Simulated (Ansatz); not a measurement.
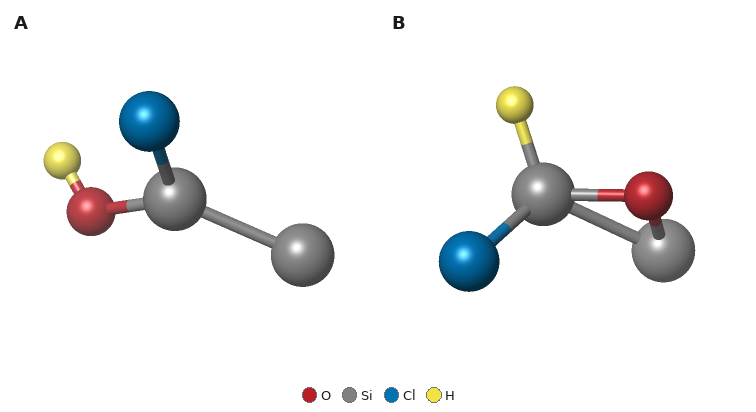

2 stationary structures of one formula. Geometries: PBE-D4/def2-SVP. Electronic energies: PBE-D4/def2-SVP (Ansatz 0.2.0), without zero-point energy. No frequency run is at hand to confirm each as a minimum.

### Rank them by energy, lowest first.

B is lowest (C1); A lies 157.8 kJ/mol above it (C1).
